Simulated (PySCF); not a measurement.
**AlH3S (SMILES [AlH2][SH]) at r2SCAN/def2-TZVP**

What is the energy change on altering one bond length of AlH3S at r2SCAN/def2-TZVP? Input form: a Python script.

Program for the calculation: PySCF 2.14.0.

1 further run of the same task is left out (set aside as unsound or not needed).

## Step 1: The structure to begin with

The species is AlH3S (5 atoms), meant as a singlet with charge 0. As SMILES, `[AlH2][SH]`. The shape is that of a PBE0-D4/def2-TZVP optimisation.

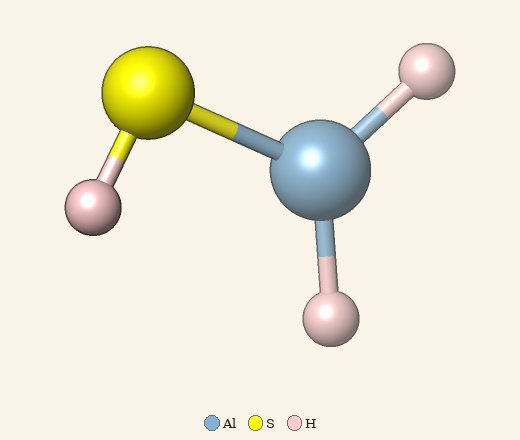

Viewed from a chosen angle; aluminium light blue, sulfur yellow, hydrogen pink.

## Step 2: The energy at r2SCAN/def2-TZVP

Input file input.xyz:

```xyz
5

Al    -0.616100    -0.064200    -0.181700
S      1.129100    -0.343100     1.096600
H     -1.981700    -0.650100     0.351100
H     -0.441100     0.696000    -1.556400
H      1.959700     0.287800     0.249000
```

Input file input.py:

```python
from pyscf import gto, dft

system = gto.M(
    atom='input.xyz',
    verbose=3,
    basis='def2-tzvp',
    charge=0,
    spin=0,
    max_memory=1860,
)

ks = dft.RKS(system)
ks.xc = 'r2scan'
ks.grids.level = 5
ks.conv_tol = 1e-10
ks.kernel()
if not ks.converged:
    ks = ks.newton().run(ks.mo_coeff, ks.mo_occ)

e_final = ks.e_tot
print(f'total energy: {e_final:.8f} hartree')
```

The run is started by

```bash
$ OMP_NUM_THREADS=1 python input.py
```

Standard output:

```text
converged SCF energy = -642.412267245129
total energy: -642.41226725 hartree
```

It took 20 s on 1 thread of Arm Neoverse V2, shared host; peak memory 0.49 GiB.

## Step 3: The distorted shape, same level

Input file mol.xyz:

```xyz
5
AlH3S
Al     1.022579     0.638862    -0.821044
S      2.767779     0.359962     0.457256
H     -1.981700    -0.650100     0.351100
H      1.197579     1.399062    -2.195744
H      3.598379     0.990862    -0.390344
```

Input file job.py:

```python
from pyscf import gto, dft

system = gto.M(
    atom='mol.xyz',
    basis='def2-tzvp',
    verbose=4,
    charge=0,
    spin=0,
    max_memory=1860,
)

ks = dft.RKS(system)
ks.xc = 'r2scan'
ks.grids.level = 5
ks.conv_tol = 1e-10
ks.kernel()
if not ks.converged:
    ks = ks.newton().run(ks.mo_coeff, ks.mo_occ)

e_tot = ks.e_tot
print('E = %.10f Eh' % e_tot)
```

The run is started by

```bash
$ OMP_NUM_THREADS=1 python job.py
```

Standard output:

```text
PySCF version 2.14.0

[INPUT] num. atoms = 5
[INPUT] num. electrons = 32
[INPUT] charge = 0
[INPUT] spin (= nelec alpha-beta = 2S) = 0
[INPUT] symmetry False subgroup None
[INPUT] Mole.unit = angstrom
[INPUT] Symbol           X                Y                Z      unit          X                Y                Z       unit  Magmom
[INPUT]  1 Al     1.022579000000   0.638862000000  -0.821044000000 AA    1.932394250732   1.207274211392  -1.551548296217 Bohr   0.0
[INPUT]  2 S      2.767779000000   0.359962000000   0.457256000000 AA    5.230344283323   0.680229595251   0.864088608814 Bohr   0.0
[INPUT]  3 H     -1.981700000000  -0.650100000000   0.351100000000 AA   -3.744870261051  -1.228510953580   0.663482842335 Bohr   0.0
[INPUT]  4 H      1.197579000000   1.399062000000  -2.195744000000 AA    2.263096322531   2.643844011286  -4.149354799657 Bohr   0.0
[INPUT]  5 H      3.598379000000   0.990862000000  -0.390344000000 AA    6.799950802386   1.872457807239  -0.737643254367 Bohr   0.0

nuclear repulsion = 70.4330475456776
number of shells = 38
number of NR pGTOs = 150
number of NR cGTOs = 92
basis = def2-tzvp
ecp = {}

******** <class 'pyscf.dft.rks.RKS'> ********
method = RKS
initial guess = minao
damping factor = 0
level_shift factor = 0
DIIS = <class 'pyscf.scf.diis.CDIIS'>
diis_start_cycle = 1
diis_space = 8
diis_damp = 0
SCF conv_tol = 1e-10
SCF conv_tol_grad = None
SCF max_cycles = 50
direct_scf = True
direct_scf_tol = 1e-13
XC library pyscf.dft.libxc version 7.0.0
    S. Lehtola, C. Steigemann, M. J.T. Oliveira, and M. A.L. Marques.,  SoftwareX 7, 1–5 (2018)
XC functionals = r2scan
    J. W. Furness, A. D. Kaplan, J. Ning, J. P. Perdew, and J. Sun.,  J. Phys. Chem. Lett. 11, 8208-8215 (2020)
    J. W. Furness, A. D. Kaplan, J. Ning, J. P. Perdew, and J. Sun.,  J. Phys. Chem. Lett. 11, 9248-9248 (2020)
    J. W. Furness, A. D. Kaplan, J. Ning, J. P. Perdew, and J. Sun.,  J. Phys. Chem. Lett. 11, 8208-8215 (2020)
    J. W. Furness, A. D. Kaplan, J. Ning, J. P. Perdew, and J. Sun.,  J. Phys. Chem. Lett. 11, 9248-9248 (2020)
radial grids:
    Treutler-Ahlrichs [JCP 102, 346 (1995); DOI:10.1063/1.469408] (M4) radial grids

becke partition: Becke, JCP 88, 2547 (1988); DOI:10.1063/1.454033
pruning grids: <function nwchem_prune>
grids dens level: 5
symmetrized grids: False
atomic radii adjust function: <function treutler_atomic_radii_adjust>
small_rho_cutoff = 0
Set gradient conv threshold to 1e-05
Initial guess from minao.
tot grids = 156720
init E= -642.191418959775
  HOMO = -0.215078115046172  LUMO = -0.145854816359947  gap/eV = 1.88366
cycle= 1 E= -642.16827664463  delta_E= 0.0231  |g|= 0.379  |ddm|= 1.78
  HOMO = -0.236708415655905  LUMO = -0.149838144641354  gap/eV = 2.36386
cycle= 2 E= -641.789314576033  delta_E= 0.379  |g|= 0.701  |ddm|=    2
  HOMO = -0.168629997026674  LUMO = -0.108581530671362  gap/eV = 1.63400
cycle= 3 E= -642.219699044205  delta_E= -0.43  |g|= 0.208  |ddm|= 1.39
  HOMO = -0.222254202754119  LUMO = -0.139798816689773  gap/eV = 2.24373
cycle= 4 E= -642.198826283439  delta_E= 0.0209  |g|= 0.239  |ddm|= 0.908
  HOMO = -0.204053005550314  LUMO = -0.147482104806905  gap/eV = 1.53937
cycle= 5 E= -642.262452213374  delta_E= -0.0636  |g|= 0.0576  |ddm|= 0.431
  HOMO = -0.205681385277863  LUMO = -0.151754231200755  gap/eV = 1.46743
cycle= 6 E= -642.265311226134  delta_E= -0.00286  |g|= 0.0209  |ddm|= 0.0853
  HOMO = -0.205781618102666  LUMO = -0.152132551247494  gap/eV = 1.45987
cycle= 7 E= -642.265405760753  delta_E= -9.45e-05  |g|= 0.0181  |ddm|= 0.0104
  HOMO = -0.205625021706972  LUMO = -0.152106196957277  gap/eV = 1.45632
cycle= 8 E= -642.265380831335  delta_E= 2.49e-05  |g|= 0.0193  |ddm|= 0.00515
  HOMO = -0.205997727220527  LUMO = -0.152334994456215  gap/eV = 1.46024
cycle= 9 E= -642.26519373225  delta_E= 0.000187  |g|= 0.0241  |ddm|= 0.00913
  HOMO = -0.205935184535456  LUMO = -0.152417806259468  gap/eV = 1.45628
cycle= 10 E= -642.265325072338  delta_E= -0.000131  |g|= 0.0209  |ddm|= 0.00633
  HOMO = -0.20486808327674  LUMO = -0.152121375437311  gap/eV = 1.43531
cycle= 11 E= -642.265699142328  delta_E= -0.000374  |g|= 0.00445  |ddm|= 0.0462
  HOMO = -0.204972794751914  LUMO = -0.15212771902064  gap/eV = 1.43799
cycle= 12 E= -642.26571452649  delta_E= -1.54e-05  |g|= 0.000284  |ddm|= 0.00741
  HOMO = -0.204999314634492  LUMO = -0.152154632490934  gap/eV = 1.43798
cycle= 13 E= -642.265714568434  delta_E= -4.19e-08  |g|= 5.49e-05  |ddm|= 0.000437
  HOMO = -0.20500170538482  LUMO = -0.152156112723368  gap/eV = 1.43800
cycle= 14 E= -642.265714569696  delta_E= -1.26e-09  |g|= 1.47e-05  |ddm|= 9.27e-05
  HOMO = -0.204999974948645  LUMO = -0.152154762918236  gap/eV = 1.43799
cycle= 15 E= -642.26571456988  delta_E= -1.84e-10  |g|= 1.84e-06  |ddm|= 2.49e-05
  HOMO = -0.205000198245951  LUMO = -0.152155045424514  gap/eV = 1.43799
cycle= 16 E= -642.265714569883  delta_E= -2.39e-12  |g|= 1.69e-07  |ddm|= 2.68e-06
  HOMO = -0.205000123913614  LUMO = -0.152155003056603  gap/eV = 1.43799
Extra cycle  E= -642.265714569879  delta_E= 3.52e-12  |g|= 1.07e-06  |ddm|= 2.23e-06
converged SCF energy = -642.265714569879
E = -642.2657145699 Eh
```

Run time: 29 s. Hardware: 1 thread of Arm Neoverse V2, shared host; peak memory 0.47 GiB.

## Step 4: Outcome

Level: r2SCAN/def2-TZVP.

| quantity | value |
| --- | --- |
| first shape: total energy | -642.41227 Eh |
| first shape: dipole moment | 0.96 D |
| first shape: HOMO energy | -6.97 eV |
| first shape: LUMO energy | -1.82 eV |
| first shape: HOMO–LUMO gap | 5.15 eV |
| distorted shape: total energy | -642.26571 Eh |
| distorted shape: dipole moment | 3.84 D |
| distorted shape: HOMO energy | -5.58 eV |
| distorted shape: LUMO energy | -4.14 eV |
| distorted shape: HOMO–LUMO gap | 1.44 eV |
| energy change with the Al1–H3 bond stretched from 1.579 to 3.473 Å | 3.988 eV |

One bond (distorted shape) is far stretched, which a spin-restricted single reference describes badly; a broken-symmetry solution may lie lower. With the Al1–H3 bond stretched from 1.579 to 3.473 Å the energy rises by 3.99 eV (92 kcal/mol). The first shape isn't relaxed at this level, so the change isn't measured from a minimum. A restricted reference can't describe the breaking bond well at this length. Mulliken charges (first shape) run from -0.34 on S2 to +0.40 on Al1; they depend strongly on the basis. Mulliken charges (distorted shape) run from -0.28 on S2 to +0.36 on Al1.
